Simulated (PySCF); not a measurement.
## Run report: C$_{4}$H$_{11}$AlF$_{3}$P, NMR shielding calculation

C$_{4}$H$_{11}$AlF$_{3}$P, SMILES CC[P@+](C)([AlH3-])C(F)(F)F, computed with GIAO PBE0/pcSseg-1 NMR shielding, non-relativistic, gas phase (PySCF 2.14.0).

The geometry comes from this level: GFN2-xTB. It belongs to a series of runs on one base structure; here: phosphine turned into its AlH3 adduct. Figures and captions count atoms from 1; the log counts them from 0 in places.

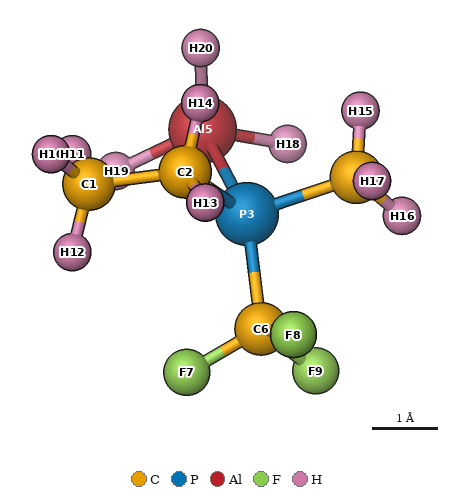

**Figure 1.** The input geometry (ball-and-stick view, seen at a tilt; atoms are numbered from 1 in the order of the input). Sticks mark near contacts. Bond lengths as drawn: Al–H 1.56 to 1.58 Å, Al–P 2.49 Å, C–C 1.53 Å, C–F 1.34 Å, C–H 1.09 Å and C–P 1.82 to 1.89 Å.

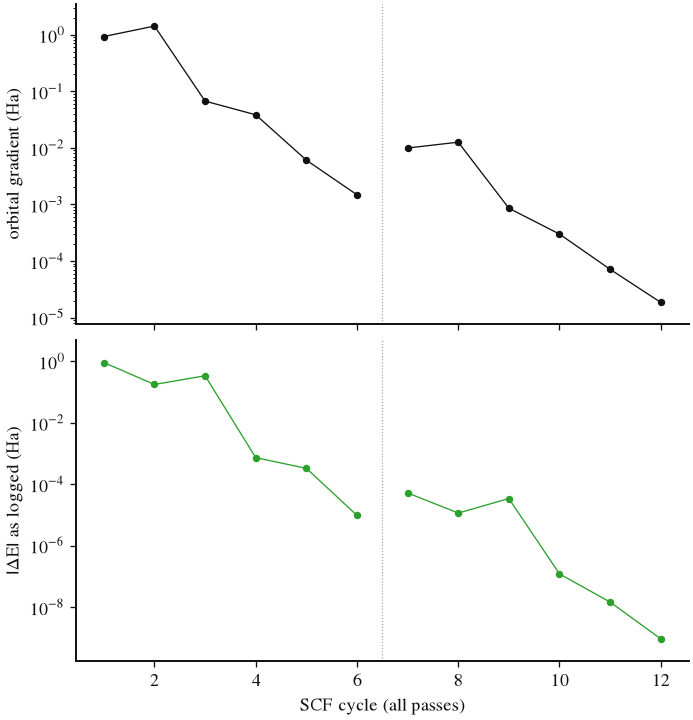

**Figure 2.** Convergence of the self-consistent field: orbital gradient and size of the energy change against the SCF cycle. The dotted line marks the change from a coarse to the final integration grid. The first 6 cycles use a coarse grid, the final grid takes over at cycle 7, and the field converges after 12 cycles in all.

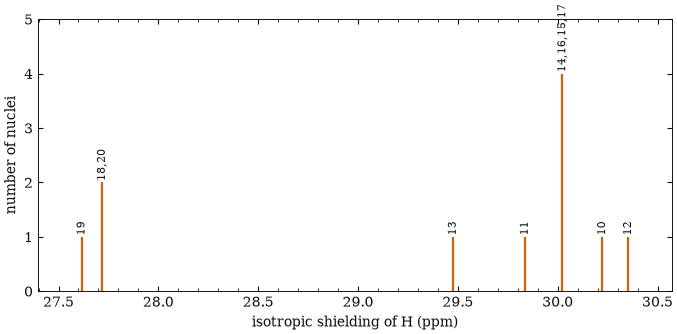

**Figure 3.** Isotropic shieldings of the hydrogen nuclei in this fixed geometry, labelled by atom number; shielding grows to the right, so chemical shift grows to the left. The least shielded is H19 (27.6 ppm), the most shielded H12 (30.4 ppm).

The input that produced these results follows, with the program's output.

Input file:
```
{"job": {"kind": "nmr", "xc": "PBE0", "basis": "pcSseg-1"}, "charge": 0, "multiplicity": 1}
C      1.990848     1.041540     0.419326
C      1.337848    -0.178402    -0.225454
P     -0.475557    -0.131910     0.073960
C     -1.114350    -1.463792    -0.995263
Al    -1.335635     1.956355    -0.982194
C     -0.534632    -1.078530     1.706272
F      0.019282    -0.390102     2.708238
F      0.104832    -2.258568     1.648450
F     -1.800414    -1.343217     2.047235
H      3.049750     1.081816     0.173393
H      1.507604     1.948414     0.049634
H      1.889578     1.013465     1.502736
H      1.771952    -1.114021     0.140412
H      1.462106    -0.135186    -1.311274
H     -1.200672    -1.048264    -2.000279
H     -2.108407    -1.756477    -0.655291
H     -0.451231    -2.329635    -1.002775
H     -2.803820     1.453031    -1.192019
H     -0.997195     3.073695     0.050083
H     -0.317033     1.670468    -2.158227
```

The first line tells a small driver script what to run in PySCF; the rest is the geometry in Å.

Launch command:
```bash
OMP_NUM_THREADS=1 python <driver script> task.json out
```

Log:
```
coarse grid: 17672 points
cycle   1  E = -1041.3321061206  dE =  9.043e-01  |g| = 9.269e-01  |ddm| = 3.820e+00
cycle   2  E = -1041.1573479910  dE =  1.748e-01  |g| = 1.419e+00  |ddm| = 1.357e+00
cycle   3  E = -1041.4931957927  dE = -3.358e-01  |g| = 6.687e-02  |ddm| = 8.221e-01
cycle   4  E = -1041.4939237106  dE = -7.279e-04  |g| = 3.834e-02  |ddm| = 8.456e-02
cycle   5  E = -1041.4942503899  dE = -3.267e-04  |g| = 6.053e-03  |ddm| = 3.090e-02
cycle   6  E = -1041.4942600352  dE = -9.645e-06  |g| = 1.479e-03  |ddm| = 9.111e-03
final grid: 162552 points
cycle   7  E = -1041.5668622393  dE = -5.192e-05  |g| = 9.931e-03  |ddm| = 3.084e-02
cycle   8  E = -1041.5668507706  dE =  1.147e-05  |g| = 1.258e-02  |ddm| = 1.634e-02
cycle   9  E = -1041.5668848234  dE = -3.405e-05  |g| = 8.555e-04  |ddm| = 9.148e-03
cycle  10  E = -1041.5668849432  dE = -1.199e-07  |g| = 2.989e-04  |ddm| = 8.489e-04
cycle  11  E = -1041.5668849578  dE = -1.458e-08  |g| = 7.125e-05  |ddm| = 2.298e-04
cycle  12  E = -1041.5668849587  dE = -9.263e-10  |g| = 1.855e-05  |ddm| = 6.641e-05
converged SCF energy = -1041.5668849587

GIAO shielding tensors (ppm)
atom      isotropic    diamagn.    paramagn.     s11        s22        s33       span
  0 C      174.046     248.838     -74.791    164.502    171.445    186.193     21.691
  1 C      162.200     256.256     -94.057    152.278    157.564    176.757     24.479
  2 P      334.926     970.716    -635.791    255.376    332.160    417.242    161.866
  3 C      176.456     255.363     -78.907    166.389    172.658    190.321     23.932
  4 Al     433.049     795.472    -362.423    425.416    431.643    442.088     16.672
  5 C       46.999     251.995    -204.996     39.828     44.982     56.187     16.359
  6 F      243.654     475.717    -232.063    161.086    242.783    327.092    166.007
  7 F      246.983     475.438    -228.455    168.195    241.642    331.112    162.918
  8 F      244.231     473.705    -229.474    160.884    244.988    326.820    165.935
  9 H       30.223      28.610       1.613     25.094     26.781     38.794     13.700
 10 H       29.836      30.793      -0.957     24.219     29.894     35.395     11.176
 11 H       30.353      30.977      -0.624     24.915     30.496     35.648     10.733
 12 H       29.475      33.203      -3.727     25.016     29.078     34.332      9.316
 13 H       29.979      33.821      -3.842     25.395     28.686     35.857     10.461
 14 H       30.032      31.466      -1.434     24.889     28.222     36.984     12.095
 15 H       30.010      30.665      -0.655     25.298     27.558     37.173     11.875
 16 H       30.072      31.619      -1.547     25.261     28.317     36.638     11.377
 17 H       27.705      29.342      -1.637     24.164     26.895     32.056      7.892
 18 H       27.616      29.099      -1.483     24.172     26.643     32.033      7.861
 19 H       27.731      30.407      -2.676     24.381     27.584     31.226      6.845
```

Results in brief:

```json
{"quantity": "outcome", "value": "converged"}
{"quantity": "total energy", "value": "−1041.566885 hartree"}
{"quantity": "HOMO", "value": "−7.98 eV"}
{"quantity": "LUMO", "value": "−0.76 eV"}
{"quantity": "dipole moment", "value": "3.36 D"}
{"quantity": "isotropic shielding, C", "value": "47.0 to 176.5 ppm"}
{"quantity": "isotropic shielding, P", "value": "334.9 ppm"}
{"quantity": "isotropic shielding, Al", "value": "433.0 ppm"}
{"quantity": "isotropic shielding, F", "value": "243.7 to 247.0 ppm"}
{"quantity": "isotropic shielding, H", "value": "27.6 to 30.4 ppm"}
{"quantity": "hardware", "value": "1 CPU thread, shared host"}
{"quantity": "wall time", "value": "1.8 min"}
{"quantity": "peak memory", "value": "1.1 GiB"}
```
